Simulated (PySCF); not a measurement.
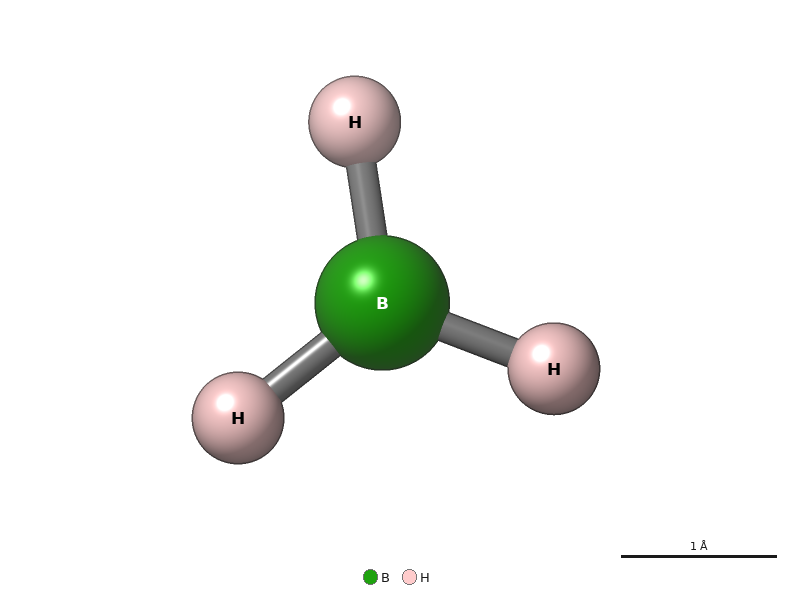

Distant atoms are faded towards the background colour. The geometry was computed by an optimisation with PBE0-D4/def2-TZVP. No frequency run is at hand to confirm it as a minimum. Masses are those of the most abundant isotopes; constants are for the rigid equilibrium geometry.

> Classify the rotor and give the rotational constants (MHz).

An oblate symmetric top (D3h): A = B = 234720, C = 117360 MHz.
